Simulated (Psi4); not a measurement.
# BrF (bromine fluoride): CCSD(T)/cc-pVDZ (sweep point 1)

Aim: the energy change on altering one bond length of BrF (bromine fluoride) at CCSD(T)/cc-pVDZ (sweep point 1), from 2 runs. Input form: a Python script.

Program for the calculation: Psi4 1.11.

### Step 1. The system as given

BrF has 2 atoms, charge 0, and is taken as a singlet. SMILES: `FBr`. Geometry: relaxed at GFN2-xTB.

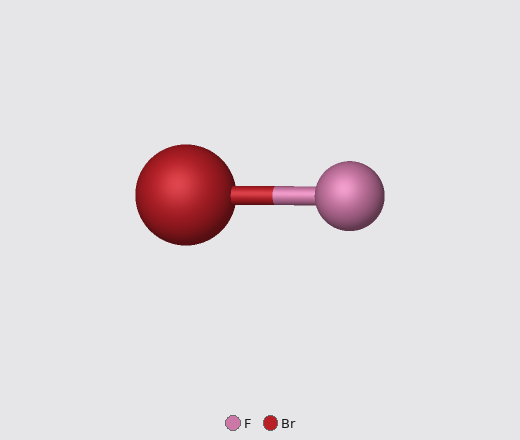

Viewed from a chosen angle; fluorine pink, bromine red.

### Step 2. The energy at CCSD(T)/cc-pVDZ (sweep point 1)

File job.py:

```python
import psi4

psi4.set_memory(1600000000)
psi4.set_num_threads(1)
psi4.set_output_file('output.dat', False)

geom = psi4.geometry("""
0 1
F      0.00000000     0.00000000     0.00000000
Br     0.00000000     0.00000000     3.40139364
units bohr
symmetry c1
""")

psi4.set_options(dict(puream=True, scf_type='pk', num_frozen_docc=10))

e, wfn = psi4.energy("ccsd(t)/cc-pVDZ", return_wfn=True)
print('E =', round(e, 9))
```

On the command line:

```sh
$ python job.py
```

output.dat:

```text
[...]
  Running in c1 symmetry.
[...]
  Nuclear repulsion =   92.609098898650259
[...]
  Multiplicity = 1
[...]
  Nalpha       = 22
  Nbeta        = 22
[...]
    Number of basis functions: 41
[...]
   @RHF iter   1: -2671.69523197420312   -2.03658e+00   1.01934e-02 DIIS/ADIIS
[...]
   @RHF iter  10: -2671.74636537764673   -1.18234e-11   6.27452e-09 DIIS
[...]
    Orbital Energies [Eh]
    ---------------------
    Doubly Occupied:
       1A   -490.161284     2A    -65.294801     3A    -58.652847
       4A    -58.649763     5A    -58.649763     6A    -26.328800
       7A     -9.940443     8A     -7.557371     9A     -7.541206
      10A     -7.541206    11A     -3.296216    12A     -3.288495
      13A     -3.288495    14A     -3.268940    15A     -3.268940
      16A     -1.588685    17A     -1.032561    18A     -0.679733
      19A     -0.679733    20A     -0.642386    21A     -0.454689
      22A     -0.454689
[...]
  @RHF Final Energy: -2671.74636537764673
   => Energetics <=
    Nuclear Repulsion Energy =             92.6090988986502595
    One-Electron Energy =               -3904.1888354311022340
    Two-Electron Energy =                1139.8333711548057181
    Total Energy =                      -2671.7463653776462706
[...]
 Multipole Moments:
 ------------------------------------------------------------------------------------
     Multipole            Electronic (a.u.)      Nuclear  (a.u.)        Total (a.u.)
 ------------------------------------------------------------------------------------
 L = 1.  Multiply by 2.5417464519 to convert [e a0] to [Debye]
 Dipole X            :          0.0000000            0.0000000            0.0000000
 Dipole Y            :         -0.0000000            0.0000000           -0.0000000
 Dipole Z            :          2.4014316           -1.5743408            0.8270908
 Magnitude           :                                                    0.8270908
[...]
      * MP2 total energy                      = -2672.067329667881495
[...]
      * CCSD total energy                     = -2672.079968777306931
[...]
      * CCSD(T) total energy                  = -2672.086820976138370
```

The script printed:

```text
E = -2672.086820976
```

Wall time 12 s (1 thread of Intel Xeon Platinum 8375C at 2.90GHz (Ice Lake), shared host); peak memory 0.39 GiB.

### Step 3. The distorted shape, same level

File run.py:

```python
import psi4

psi4.set_memory(1600000000)
psi4.set_num_threads(1)
psi4.core.set_output_file('brf.out', False)

m = psi4.geometry("""
F      0.00000000     0.00000000    -0.68022582
Br     0.00000000     0.00000000     3.40139364
units au
symmetry c1
""")

psi4.set_options({
    'basis': 'cc-pVDZ',
    'reference': 'rhf',
    'puream': True,
    'scf_type': 'pk',
    'num_frozen_docc': 10,
})

e = psi4.energy('ccsd(t)')
print(f'ccsd(t) energy: {e:.10f} Eh')
for k, v in sorted(psi4.core.scalar_variables().items()):
    print(f'{k:45s} {v:18.10f}')
```

On the command line:

```sh
$ python run.py
```

brf.out:

```text
[...]
  Running in c1 symmetry.
[...]
  Nuclear repulsion =   77.175249453558820
[...]
  Multiplicity = 1
[...]
  Nalpha       = 22
  Nbeta        = 22
[...]
    Number of basis functions: 41
[...]
   @RHF iter   1: -2671.64521699342413   -2.30774e+00   1.00327e-02 DIIS/ADIIS
[...]
   @RHF iter  10: -2671.69581013213974   -5.45697e-12   8.11465e-09 DIIS
[...]
    Orbital Energies [Eh]
    ---------------------
    Doubly Occupied:
       1A   -490.187161     2A    -65.319214     3A    -58.677493
       4A    -58.674216     5A    -58.674216     6A    -26.318111
       7A     -9.961554     8A     -7.578092     9A     -7.562043
      10A     -7.562043    11A     -3.316499    12A     -3.309575
      13A     -3.309575    14A     -3.289609    15A     -3.289609
      16A     -1.520885    17A     -1.040661    18A     -0.633984
      19A     -0.633984    20A     -0.557546    21A     -0.480311
      22A     -0.480311
[...]
  @RHF Final Energy: -2671.69581013213974
   => Energetics <=
    Nuclear Repulsion Energy =             77.1752494535588198
    One-Electron Energy =               -3872.9887345045872280
    Two-Electron Energy =                1124.1176749188887243
    Total Energy =                      -2671.6958101321397407
[...]
 Multipole Moments:
 ------------------------------------------------------------------------------------
     Multipole            Electronic (a.u.)      Nuclear  (a.u.)        Total (a.u.)
 ------------------------------------------------------------------------------------
 L = 1.  Multiply by 2.5417464519 to convert [e a0] to [Debye]
 Dipole X            :         -0.0000000            0.0000000           -0.0000000
 Dipole Y            :         -0.0000000            0.0000000           -0.0000000
 Dipole Z            :          3.0502471           -1.8891844            1.1610627
 Magnitude           :                                                    1.1610627
[...]
      * MP2 total energy                      = -2672.035528055396753
[...]
      * CCSD total energy                     = -2672.050647431871312
[...]
      * CCSD(T) total energy                  = -2672.062231472380518
```

On the terminal:

```text
ccsd(t) energy: -2672.0622314724 Eh
(T) CORRECTION ENERGY                              -0.0115840405
CC D1 DIAGNOSTIC                                    0.0779797469
CC D2 DIAGNOSTIC                                    0.2832082406
CC NEW D1 DIAGNOSTIC                                0.0779797469
CC T1 DIAGNOSTIC                                    0.0165216488
CCSD CORRELATION ENERGY                            -0.3548372997
CCSD DOUBLES ENERGY                                -0.3548372997
CCSD ITERATIONS                                    16.0000000000
CCSD OPPOSITE-SPIN CORRELATION ENERGY              -0.2790796103
CCSD SAME-SPIN CORRELATION ENERGY                  -0.0757576894
CCSD SINGLES ENERGY                                 0.0000000000
CCSD TOTAL ENERGY                               -2672.0506474319
CCSD(T) CORRELATION ENERGY                         -0.3664213402
CCSD(T) TOTAL ENERGY                            -2672.0622314724
CURRENT CORRELATION ENERGY                         -0.3664213402
CURRENT ENERGY                                  -2672.0622314724
CURRENT REFERENCE ENERGY                        -2671.6958101321
DD SOLVATION ENERGY                                 0.0000000000
HF KINETIC ENERGY                                2670.2186465426
HF POTENTIAL ENERGY                             -5341.9144566748
HF TOTAL ENERGY                                 -2671.6958101321
HF VIRIAL RATIO                                     2.0005531995
MP2 CORRELATION ENERGY                             -0.3397179233
MP2 DOUBLES ENERGY                                 -0.3397179233
MP2 OPPOSITE-SPIN CORRELATION ENERGY               -0.2518449453
MP2 SAME-SPIN CORRELATION ENERGY                   -0.0878729780
MP2 SINGLES ENERGY                                 -0.0000000000
MP2 TOTAL ENERGY                                -2672.0355280554
NUCLEAR REPULSION ENERGY                           77.1752494536
ONE-ELECTRON ENERGY                             -3872.9887345046
PCM POLARIZATION ENERGY                             0.0000000000
PE ENERGY                                           0.0000000000
SCF ITERATION ENERGY                            -2671.6958101321
SCF ITERATIONS                                     10.0000000000
SCF TOTAL ENERGY                                -2671.6958101321
TWO-ELECTRON ENERGY                              1124.1176749189
```

Run time: 14 s. Hardware: 1 thread of Intel Xeon Platinum 8375C at 2.90GHz (Ice Lake), shared host; peak memory 0.38 GiB.

### Step 4. What came out

At CCSD(T)/cc-pVDZ (sweep point 1), 10 core orbitals frozen:

```
                                                          quantity           value
                                         first shape: total energy  -2672.08682 Eh
                  first shape: HOMO energy (Hartree–Fock orbitals)       -12.37 eV
                  first shape: LUMO energy (Hartree–Fock orbitals)         0.79 eV
                first shape: HOMO–LUMO gap (Hartree–Fock orbitals)        13.17 eV
         first shape: correlation energy (10 core orbitals frozen)      -340.5 mEh
                                       first shape: (T) correction       -6.85 mEh
                                        first shape: T1 diagnostic           0.010
                                     distorted shape: total energy  -2672.06223 Eh
              distorted shape: HOMO energy (Hartree–Fock orbitals)       -13.07 eV
              distorted shape: LUMO energy (Hartree–Fock orbitals)        -1.89 eV
            distorted shape: HOMO–LUMO gap (Hartree–Fock orbitals)        11.18 eV
     distorted shape: correlation energy (10 core orbitals frozen)      -366.4 mEh
                                   distorted shape: (T) correction      -11.58 mEh
                                    distorted shape: T1 diagnostic           0.017
energy change with the F1–Br2 bond stretched from 1.800 to 2.160 Å        0.669 eV
```

With the F1–Br2 bond stretched from 1.800 to 2.160 Å the energy rises by 0.67 eV (64.6 kJ/mol). The first shape isn't relaxed at this level, so the change isn't measured from a minimum. The triples (first shape) make up 2.0 % of the correlation energy. The triples (distorted shape) make up 3.2 % of the correlation energy.
